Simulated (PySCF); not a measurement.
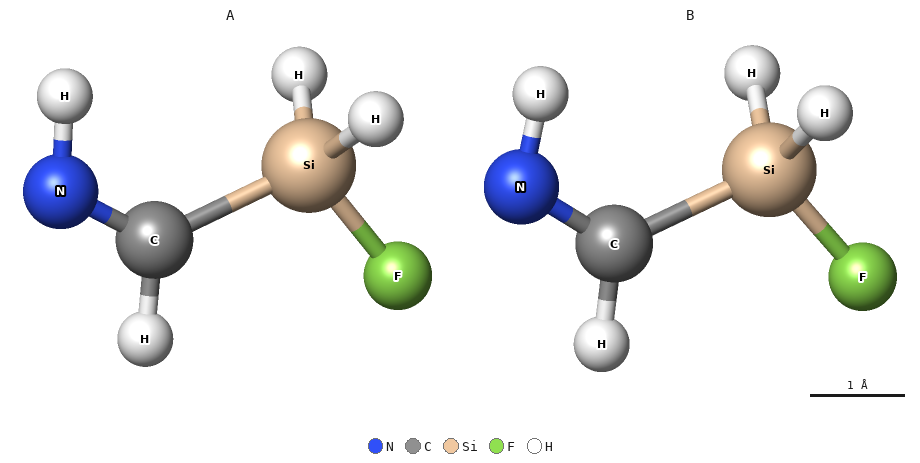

Two geometries of CH4FNSi, drawn at one scale. One is the start of a relaxation, the other its converged end. The picture is a ball-and-stick view, seen at a tilt.

Theory: PySCF, PBE0-D3(BJ)/def2-SVP geometry optimisation, gas phase. 

Which of the two is the end point?

Answer. Structure B is the relaxed one. The start comes from GFN2-xTB. Its atoms were then displaced at random by about 0.01 Å. An H atom moves most after the best rigid fit: 0.17 Å. By element the largest moves are H 0.17 Å, F 0.06 Å, N 0.05 Å, Si 0.05 Å, C 0.04 Å. Among the contacts that change: C–N 1.225 → 1.273 Å, H–Si 1.454 → 1.490 Å, C–H 1.082 → 1.107 Å, F–Si 1.635 → 1.626 Å. Among the angles between lasting bonds that change: C–N–H 116.6° → 111.7°, F–Si–H 104.9° → 108.8°, N–C–Si 128.9° → 125.3°. The energy falls by 17.7 kJ/mol in 5 geometry steps.
